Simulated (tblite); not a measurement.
**C$_{4}$H$_{9}$FS: molecular dynamics (part 2 of 3)**

C$_{4}$H$_{9}$FS, SMILES CSCCCF; GFN2-xTB Langevin dynamics, gas phase (tblite 0.8.0). 

Geometry of the input (Å):
```
C  2.5183  0.2151  0.1711
S  1.5851  -1.2523  0.6924
C  -0.0689  -0.5238  0.9192
C  -0.7697  -0.2384  -0.4018
C  -2.1798  0.2890  -0.1776
F  -2.1392  1.5121  0.4489
H  2.1965  0.5356  -0.8155
H  3.5620  -0.0793  0.1389
H  2.3776  1.0086  0.8996
H  0.0396  0.3852  1.5110
H  -0.6255  -1.2618  1.4972
H  -0.8301  -1.1529  -0.9936
H  -0.2053  0.5044  -0.9688
H  -2.7045  0.4414  -1.1258
H  -2.7604  -0.3750  0.4706
```

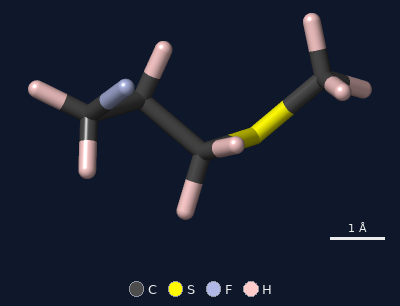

Fig. 1: The geometry at step 21 of the log (stick view, seen at a tilt).

Trajectory as extended XYZ, continued
```
15
Properties=species:S:1:pos:R:3:forces:R:3 step=13 time_fs=325.0 energy=-574.43579 temperature=265.7
C     2.4141    0.2162   -0.1016    0.3700  -0.7031  -0.5424
S     1.5298   -1.3701    0.1613    0.2053   0.5042   0.4278
C    -0.1230   -0.7422    0.5668    0.0363  -1.5250  -0.0719
C    -0.9381   -0.2976   -0.6319    0.8262  -0.3483  -0.1568
C    -2.1942    0.2302   -0.0689   -0.2852   1.2784  -0.2250
F    -1.8911    1.2814    0.7683   -0.1533  -0.0358   0.6556
H     2.4035    0.3275   -1.1790   -0.2144   0.6799  -0.0287
H     3.4437    0.0833    0.1693    0.5511  -0.4199   0.2142
H     2.0806    1.0475    0.4875   -0.7295   0.1269  -0.0547
H    -0.0851   -0.0172    1.3578    0.3227   0.5929   0.0543
H    -0.6046   -1.6275    1.0242    0.0392   0.1832  -0.2443
H    -1.1655   -1.0905   -1.3239   -0.0206  -0.7239  -0.0327
H    -0.4540    0.4399   -1.2445    0.5662   0.6533   0.0343
H    -2.7736    0.7309   -0.8209   -0.8628  -0.1623  -0.6150
H    -2.6987   -0.5575    0.4518   -0.6513  -0.1005   0.5854
15
Properties=species:S:1:pos:R:3:forces:R:3 step=14 time_fs=350.0 energy=-574.47293 temperature=292.7
C     2.4464    0.2476   -0.1000    0.6012  -0.3864   1.8627
S     1.6245   -1.3629    0.2681    0.5158   0.3109  -0.2760
C    -0.0668   -0.8250    0.5535    0.0021   1.6252   0.4978
C    -0.9260   -0.4232   -0.6328    0.1952   1.8528   0.4355
C    -2.2171    0.2619   -0.0886    1.0183  -0.4265  -0.0722
F    -1.9217    1.2583    0.8073   -0.0287  -0.1575   0.1283
H     2.2824    0.4649   -1.1126   -0.1448   0.4739  -1.1249
H     3.5303    0.1073    0.1101   -0.7816   0.0140  -0.2593
H     2.0703    1.0282    0.5927    0.0854  -0.5200  -0.5330
H    -0.0169    0.1077    1.1665    0.2750  -0.6097  -0.1072
H    -0.4722   -1.5781    1.1858   -0.6167  -0.7364   0.2308
H    -1.2642   -1.2024   -1.2342   -0.3455  -1.5673  -0.9229
H    -0.3159    0.2459   -1.2656   -0.3840   0.0182   0.2282
H    -2.8774    0.7245   -0.8008   -0.0068   0.1174  -0.7630
H    -2.7515   -0.5450    0.3935   -0.3848  -0.0085   0.6752
15
Properties=species:S:1:pos:R:3:forces:R:3 step=15 time_fs=375.0 energy=-574.48858 temperature=270.3
C     2.4281    0.2284   -0.0808    0.5778   0.5816   0.3196
S     1.6827   -1.3498    0.4142   -0.1436  -0.0051  -0.6900
C    -0.0557   -0.8469    0.6425   -0.1308  -0.4525   0.3635
C    -0.8401   -0.4142   -0.5655   -0.5837   0.4398  -1.9853
C    -2.2026    0.2717   -0.1754    0.8010  -0.6865   0.2961
F    -1.8946    1.2224    0.7753   -0.5167  -0.1627   0.0272
H     1.9194    0.7353   -0.9305    0.4496  -0.6465   0.5422
H     3.5191    0.0572   -0.2778   -1.1576   0.1007   0.0082
H     2.3352    0.8451    0.8263    0.1449   0.1135  -0.4568
H    -0.0947   -0.0719    1.3852    0.2210   0.4304   0.4275
H    -0.4894   -1.7503    1.0798   -0.1122   0.0559  -0.0182
H    -1.1033   -1.2993   -1.1877    0.2500   0.5167   0.2370
H    -0.2321    0.2912   -1.2422   -0.8466  -0.8174   1.0599
H    -2.7233    0.8136   -0.9728    0.3649  -0.1886  -0.1713
H    -2.9174   -0.4924    0.2404    0.6822   0.7206   0.0406
15
Properties=species:S:1:pos:R:3:forces:R:3 step=16 time_fs=400.0 energy=-574.30622 temperature=271.1
C     2.3882    0.1878   -0.0849   -1.3899   0.7170  -0.3350
S     1.6751   -1.3808    0.4642   -0.6144   0.3070   0.4412
C    -0.0825   -0.7973    0.7805    1.2555  -2.7926  -0.2250
C    -0.7272   -0.3975   -0.4867   -1.4837   0.3120  -1.5430
C    -2.0751    0.1757   -0.0497   -1.0942  -0.3200  -0.4444
F    -1.9079    1.1926    0.8527   -0.1340  -0.0571   0.0195
H     1.5863    0.6902   -0.7131    1.4043  -0.4556   0.5482
H     3.2558   -0.0679   -0.6360    0.5792  -0.1009  -0.7339
H     2.6873    0.8521    0.7174   -0.2038  -0.0945   0.3212
H    -0.0621    0.0693    1.3783    0.2586   0.5501   1.1637
H    -0.5493   -1.7103    1.2611    0.3560   1.1977  -0.3871
H    -0.9801   -1.1793   -1.2837    0.7793   0.7541   1.1966
H    -0.1514    0.4439   -0.9501   -0.5368  -0.7431   0.0821
H    -2.6281    0.5933   -0.8965    0.0504   0.2238  -0.1310
H    -2.7655   -0.5945    0.3929    0.7735   0.5021   0.0270
15
Properties=species:S:1:pos:R:3:forces:R:3 step=17 time_fs=425.0 energy=-574.37266 temperature=403.8
C     2.4274    0.1842   -0.0333   -0.5173  -0.3322   0.3130
S     1.6268   -1.4005    0.4869    1.1095   0.6436  -0.2407
C     0.0304   -0.7206    0.9024   -0.6824  -1.5106   0.7969
C    -0.7543   -0.3431   -0.3308   -0.6826  -2.1917  -0.1828
C    -2.1171    0.0953    0.0107   -1.8022  -0.1186   1.3237
F    -1.9665    1.1455    0.8780   -0.6128   0.6330   0.1096
H     1.6628    0.7683   -0.5276    0.1979  -0.0917  -0.4984
H     3.2552   -0.1044   -0.6487    0.2019   0.1389  -0.3785
H     2.7580    0.7902    0.7961    0.2092  -0.2413   0.4848
H     0.1597    0.1117    1.6208   -0.2882  -0.5714  -0.3225
H    -0.4445   -1.6594    1.3517    0.2094   1.4670  -0.0300
H    -0.9354   -1.1982   -1.0016    0.6902  -0.0473   0.1108
H    -0.2839    0.4157   -0.8535    0.9912   1.4965  -1.1255
H    -2.7631    0.3771   -0.8212    0.2946   0.5095  -0.2789
H    -2.7384   -0.6617    0.5601    0.6814   0.2162  -0.0814
15
Properties=species:S:1:pos:R:3:forces:R:3 step=18 time_fs=450.0 energy=-574.08384 temperature=323.0
C     2.5347    0.1681    0.0791    1.6778  -1.0007   1.4954
S     1.6603   -1.3943    0.4627   -0.6377   0.3611  -0.3129
C     0.0170   -0.6938    0.9649    1.1749   0.9059  -1.5229
C    -0.8079   -0.3930   -0.2998    0.1358   3.3894   2.0168
C    -2.2082    0.1197    0.0323   -1.3571   0.2351   1.7663
F    -2.1633    1.1912    0.9894    0.3028  -0.6215  -1.3149
H     2.0803    0.9532   -0.4564   -0.6997  -0.0434  -1.5527
H     3.5169   -0.2533   -0.3259   -1.2894   1.1791   0.4720
H     2.6462    0.6836    1.0528    0.6717  -0.5738  -0.0744
H     0.3353    0.2324    1.4444   -0.5382  -0.0859   0.2964
H    -0.4424   -1.3683    1.6125   -0.6556  -0.9831   1.0123
H    -0.8649   -1.1889   -0.9316   -0.1098  -2.0759  -1.6516
H    -0.2766    0.4721   -0.7439   -0.2512  -0.5186  -0.3883
H    -2.8874    0.4497   -0.7900    1.0065   0.0538   0.2369
H    -2.8326   -0.5889    0.6290    0.5693  -0.2216  -0.4782
15
Properties=species:S:1:pos:R:3:forces:R:3 step=19 time_fs=475.0 energy=-574.27958 temperature=310.2
C     2.6477    0.1484    0.1915   -2.5273   2.0040   0.9297
S     1.6418   -1.3395    0.4008    0.3769  -0.6912  -0.2710
C     0.0509   -0.6446    0.8983    0.2096   1.1571  -1.1104
C    -0.8960   -0.3219   -0.2709    1.0536   1.5129  -0.4830
C    -2.2523    0.1349    0.1330   -1.7209   0.5841   1.2219
F    -2.2984    1.2091    1.0218    0.7176   0.1801  -0.2293
H     2.1373    0.7944   -0.5435    0.4630  -0.5032  -0.3841
H     3.6230   -0.1183   -0.0928    0.9100  -0.0982   0.0195
H     2.4965    0.8030    1.1122    0.9674  -1.1018  -0.5947
H     0.3382    0.2004    1.5022   -0.3931   0.4128   0.3012
H    -0.4446   -1.3886    1.4492   -0.4263  -0.9112   1.0342
H    -1.0233   -1.2588   -0.7647   -0.0729  -0.4721  -0.8472
H    -0.5556    0.4984   -1.0034    0.2557  -1.3219   1.0275
H    -2.8250    0.4977   -0.7194   -0.0608  -0.1251  -0.3119
H    -2.8747   -0.5683    0.6990    0.2476  -0.6263  -0.3024
15
Properties=species:S:1:pos:R:3:forces:R:3 step=20 time_fs=500.0 energy=-574.30817 temperature=384.1
C     2.6370    0.2698    0.2469   -1.6661   0.4500   0.2626
S     1.5925   -1.2629    0.2923    0.0957   0.4265   0.6656
C    -0.0263   -0.6200    0.9227   -0.3933  -0.8074  -0.1916
C    -0.9500   -0.3013   -0.2564    0.1535  -1.4613  -0.6590
C    -2.3129    0.0766    0.2480   -1.2726  -0.7722   0.2963
F    -2.3205    1.2254    0.9343    0.7209   1.7971   0.9233
H     2.2182    0.8545   -0.5585    0.2830   0.0588  -0.6217
H     3.6480   -0.0188    0.0814    0.4241  -0.1086  -0.0006
H     2.4818    0.9282    1.1167    0.3262  -0.8027   0.1134
H     0.1536    0.2590    1.5426   -0.0002  -0.2656   0.0611
H    -0.5475   -1.4640    1.4982    1.0421   1.1269  -0.4952
H    -1.0209   -1.3022   -0.8759    0.0158   2.0489   0.7964
H    -0.6244    0.5557   -0.8814    0.2235  -0.7323   0.2514
H    -2.9994    0.2984   -0.5484   -0.4469  -0.3309  -0.9324
H    -2.8255   -0.5841    0.9733    0.4945  -0.6272  -0.4696
15
Properties=species:S:1:pos:R:3:forces:R:3 step=21 time_fs=525.0 energy=-574.08187 temperature=249.6
C     2.5159    0.3308    0.2936    1.3032  -0.6873  -0.7745
S     1.5562   -1.1802    0.2278   -0.3581  -0.2683  -0.0098
C    -0.0320   -0.6947    0.9418   -1.0686  -0.5786   0.8960
C    -1.0105   -0.2823   -0.1728   -0.0930  -2.9248  -1.0257
C    -2.4327   -0.0126    0.3210    0.2655   1.1985   0.8430
F    -2.3146    1.2694    0.8746   -0.1317   0.3715   0.0808
H     2.3908    1.0394   -0.5135   -0.1561  -0.2715  -0.5395
H     3.5277   -0.1305    0.2729   -0.3500   0.8770   0.0074
H     2.3512    0.8723    1.1766   -0.1368   0.3406   1.3881
H     0.0894    0.1702    1.6173    0.1585  -0.5727  -0.0522
H    -0.3722   -1.6234    1.5439    0.2884   1.4506  -0.9231
H    -0.8861   -1.1329   -0.9987   -0.7248   1.8237   1.3973
H    -0.6716    0.6537   -0.5282    0.4727   0.7763  -0.8995
H    -3.3184    0.1333   -0.3206    0.7259  -0.6601  -0.4060
H    -2.6893   -0.5649    1.2141   -0.1952  -0.8749   0.0177
15
Properties=species:S:1:pos:R:3:forces:R:3 step=22 time_fs=550.0 energy=-574.31055 temperature=439.2
C     2.4182    0.4717    0.3603   -0.3537  -0.6005   0.4695
S     1.5302   -1.1762    0.2439    1.3341   1.0228  -0.0548
C    -0.0938   -0.7696    0.8849    0.9047   1.5237   1.7391
C    -1.0141   -0.3054   -0.1548   -0.9815  -0.3383  -1.5666
C    -2.3607    0.0110    0.3950   -2.0003   1.8638   0.0975
F    -2.4968    1.3344    0.8605    0.7689  -0.1727   0.1789
H     2.0890    1.1385   -0.4129   -0.1974   0.0951  -0.4541
H     3.4856    0.2725    0.2435   -0.3474   0.0123   0.2148
H     2.1595    0.9230    1.3303    0.3457  -0.3767  -0.3095
H    -0.1031    0.0496    1.6572    0.6847  -0.9573  -0.1739
H    -0.3642   -1.7139    1.2973   -0.6751  -0.5245   0.5781
H    -1.1708   -1.1717   -0.7675   -0.1901  -0.4103  -1.0311
H    -0.6194    0.4939   -0.7743    0.0588   0.2145   0.0817
H    -3.2413    0.0486   -0.2973    0.8540  -0.8719  -0.0332
H    -2.5800   -0.5816    1.2689   -0.2053  -0.4802   0.2635
15
Properties=species:S:1:pos:R:3:forces:R:3 step=23 time_fs=575.0 energy=-574.02248 temperature=265.7
C     2.2662    0.5380    0.4011   -0.2064   1.6618  -0.3958
S     1.6182   -1.0975    0.2802   -1.2213  -0.8352   0.5070
C    -0.1636   -0.8282    0.8836    1.9698   3.4354  -0.7923
C    -1.1023   -0.2360   -0.1406    1.3910   1.1048  -0.6077
C    -2.4418    0.0679    0.3920   -1.4389   2.8685   0.0545
F    -2.5584    1.4272    0.8602    0.7799  -0.9475   0.6525
H     1.7806    1.1001   -0.4077    0.0672   0.2150   0.1950
H     3.3230    0.5246    0.1440    0.0026  -0.1431   0.3829
H     2.0557    1.0694    1.3556    0.3111  -0.6790  -0.4935
H    -0.1060   -0.0646    1.6596    0.3836  -0.1451   0.3840
H    -0.3799   -1.7258    1.2910   -1.1251  -2.7362   0.9335
H    -1.2598   -0.9253   -0.8914   -0.2717  -1.8001  -1.8261
H    -0.6305    0.6411   -0.6895   -0.5402  -0.6177   0.9906
H    -3.2620    0.2055   -0.3025    0.0173  -0.9901  -1.0338
H    -2.7636   -0.5999    1.1509   -0.1187  -0.3914   1.0491
15
Properties=species:S:1:pos:R:3:forces:R:3 step=24 time_fs=600.0 energy=-574.16881 temperature=324.1
C     2.1879    0.7402    0.3363    0.9354  -0.8001  -1.6560
S     1.6228   -1.0417    0.3167    0.0799   1.6337  -0.5306
C    -0.0843   -0.7807    0.8702   -0.7386  -1.6009  -0.3968
C    -1.0687   -0.1731   -0.1685    0.0751  -0.3023  -0.1034
C    -2.5301    0.1870    0.2643    1.4736   1.1466   0.5934
F    -2.4264    1.4799    0.7963   -0.0459  -0.2881   0.5333
H     1.7612    1.3966   -0.4660   -0.1396  -0.7764   1.0274
H     3.2559    0.6507    0.0616   -0.3837   0.0983   0.3585
H     2.0930    1.0667    1.3437   -0.2346   0.5114   0.3817
H    -0.0693   -0.2154    1.7549    0.0927   0.9235   1.1132
H    -0.2388   -1.8535    1.1894   -0.8770   0.9525  -0.4771
H    -1.0771   -0.8490   -1.0038   -0.3425  -0.5324  -0.4419
H    -0.6060    0.7418   -0.5833   -0.2902  -0.1354   0.4730
H    -3.2688    0.3882   -0.4837   -0.0208  -0.5132  -1.2795
H    -3.0191   -0.4301    1.0088    0.4163  -0.3174   0.4049
15
Properties=species:S:1:pos:R:3:forces:R:3 step=25 time_fs=625.0 energy=-574.23848 temperature=227.7
C     2.2380    0.7275    0.3225   -0.8759   0.9170  -0.4442
S     1.5710   -0.9184    0.3415   -0.3230  -1.0376   0.1806
C    -0.2167   -0.6744    0.8440    1.9859  -2.3516   1.4113
C    -0.9665   -0.1020   -0.2816   -1.5575  -0.8659  -1.0194
C    -2.3535    0.3266    0.1755   -1.8613  -0.9374   0.1569
F    -2.3797    1.5486    0.7090    0.7269   2.0114   0.6894
H     1.7892    1.2607   -0.5266   -0.3010   0.2516   0.5309
H     3.2605    0.7086    0.0580    1.1703  -0.4237   0.1385
H     2.0905    1.1943    1.2944   -0.0535   0.1743  -0.2328
H    -0.1700   -0.0938    1.7698   -0.2674   0.1357  -0.2953
H    -0.4481   -1.7898    1.1584   -0.0942   2.0938  -0.7764
H    -1.0584   -0.8417   -1.1195   -0.0852   0.2797   0.7463
H    -0.4802    0.7331   -0.7488    0.3248   0.6883   0.1398
H    -3.1021    0.4344   -0.6355    0.3823  -0.5794  -0.1434
H    -2.8481   -0.2499    1.0235    0.8288  -0.3562  -1.0824
15
Properties=species:S:1:pos:R:3:forces:R:3 step=26 time_fs=650.0 energy=-574.33437 temperature=327.0
C     2.2609    0.7402    0.3294    0.3740  -0.3734   1.1851
S     1.5152   -0.9319    0.4474    1.0322  -0.3431  -0.6895
C    -0.2215   -0.6042    0.7645    0.4943   0.4739   2.3941
C    -0.9675    0.0090   -0.3633   -0.5904   0.0930  -1.7605
C    -2.3776    0.4156    0.0088   -1.5751  -1.2923   0.4557
F    -2.3823    1.6032    0.6216    0.3250   2.1183   0.1485
H     1.9159    1.2773   -0.5129   -0.7034   0.4909  -0.6246
H     3.3303    0.6098    0.1758   -0.0319  -0.2890   0.1894
H     2.1077    1.2714    1.2874   -0.0611  -0.1861  -0.5905
H    -0.0871    0.1304    1.6359   -0.9091  -0.8001  -0.8617
H    -0.6437   -1.5741    1.1651    0.2985   1.0782  -0.5878
H    -0.9825   -0.6394   -1.2681   -0.0890  -0.0557   0.6749
H    -0.5215    0.9349   -0.7437    0.3843   0.0014   0.3458
H    -3.1142    0.4808   -0.8541    0.8799  -0.1468   0.7617
H    -2.8148   -0.1630    0.8646    0.1717  -0.7692  -1.0407
15
Properties=species:S:1:pos:R:3:forces:R:3 step=27 time_fs=675.0 energy=-574.46796 temperature=337.3
C     2.2701    0.6515    0.4214    0.7498  -0.6055   0.1920
S     1.4649   -0.9955    0.5204    0.0285   0.5645  -0.1967
C    -0.2867   -0.5063    0.7983    0.9651   2.4441  -0.5912
C    -0.9574    0.1138   -0.4510   -0.3097  -0.2023  -0.5220
C    -2.4007    0.5143   -0.1984   -0.2016   1.2614   0.4681
F    -2.3597    1.6442    0.6482   -0.0635  -0.0495  -0.6957
H     2.0228    1.1685   -0.4925   -0.1123  -0.0221  -0.1541
H     3.3731    0.5195    0.4928   -0.8545  -0.0787  -0.1119
H     1.9273    1.1781    1.2891   -0.1023   0.4460   0.2937
H    -0.3652    0.1193    1.7202    0.1256  -0.2315  -0.8194
H    -0.7152   -1.4235    0.9619   -1.2220  -2.1077   0.5589
H    -0.9519   -0.6251   -1.2695    0.1106   0.0903   0.3138
H    -0.5397    1.0367   -0.8690    0.6474  -0.2272   0.4421
H    -2.9823    0.8095   -1.1221    0.6817  -0.2707   0.8874
H    -2.9527   -0.1441    0.4396   -0.4428  -1.0111  -0.0650
15
Properties=species:S:1:pos:R:3:forces:R:3 step=28 time_fs=700.0 energy=-574.46459 temperature=353.6
C     2.2484    0.5221    0.5596    1.0042  -1.0317  -1.3118
S     1.3714   -1.0613    0.6518   -0.3491  -0.1725   0.1117
C    -0.3467   -0.4754    0.8053    0.2258   0.6355  -2.3575
C    -0.8921    0.1303   -0.5532   -0.3594   0.6428   0.7095
C    -2.3181    0.6153   -0.2923   -0.5499   1.2031   0.6173
F    -2.3500    1.6604    0.6677    0.4283  -0.4867  -0.5815
H     2.2316    0.8832   -0.4911    0.2187  -0.2069   0.7208
H     3.2546    0.2399    0.8976   -0.1204   0.3187  -0.4447
H     1.8808    1.2484    1.2125   -0.8033   0.9027   0.9404
H    -0.3096    0.3484    1.4736   -0.1585   0.4727   0.8882
H    -0.9670   -1.2803    1.1488   -0.1345  -0.3045   0.1025
H    -0.9867   -0.5775   -1.4000    0.5517   0.2993   0.5930
H    -0.3284    1.0815   -0.8361   -0.3065  -1.4749   0.2204
H    -2.7791    1.0887   -1.1794    0.1824  -0.3815   0.1579
H    -3.0019   -0.0962    0.1765    0.1705  -0.4159  -0.3664
```
